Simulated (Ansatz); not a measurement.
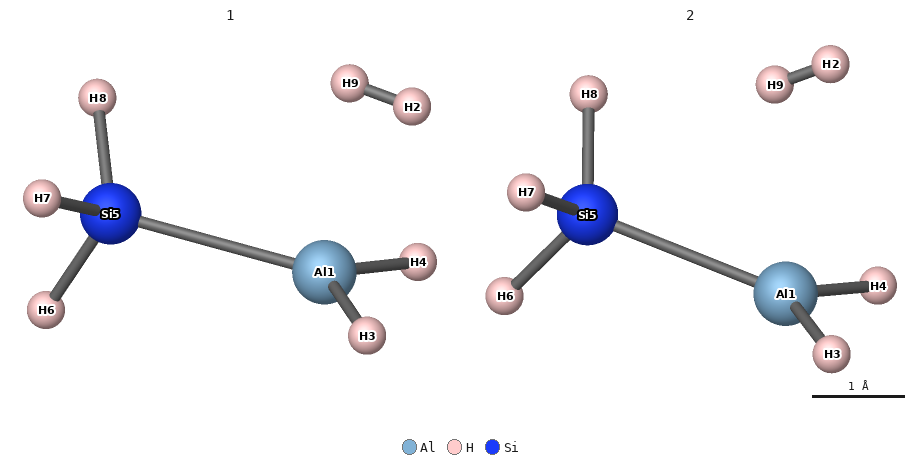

Two geometries of AlSiH7, drawn at one scale. One is the start of a relaxation, the other its converged end. A ball-and-stick model, seen at a tilt.

Computed with RKS PBE0-D4/6-31G* (Ansatz). Set-up: no spin polarisation; force threshold 0.03 eV/Å; at most 50 steps.

**Which geometry has the lower energy?**

Structure 1 is the relaxed one. The run prepares an end point of a later path (reaction) calculation, from a guessed geometry. The largest move after the best rigid fit is that of H2, 0.65 Å. Largest moves by element: H 0.65 Å, Al 0.25 Å, Si 0.19 Å. Among the contacts that change: Al1–H2 2.759 → 2.235 Å, Al1–H9 2.409 → 2.202 Å, Al1–Si5 2.353 → 2.455 Å, H2–H9 0.715 → 0.754 Å. Among the angles between lasting bonds that change: Al1–Si5–H6 112.8° → 109.8°. Over 6 accepted moves (8 points after the start) the energy falls by 0.165 eV. Largest force component: 1.4 eV/Å at the start, 0.02 eV/Å at the end. The line search rejected the trial steps at points 5, 7 of the run.

Limits of the set-up: the start holds two separate molecules, 2.4 Å apart at their closest, whose relative position is a soft coordinate.
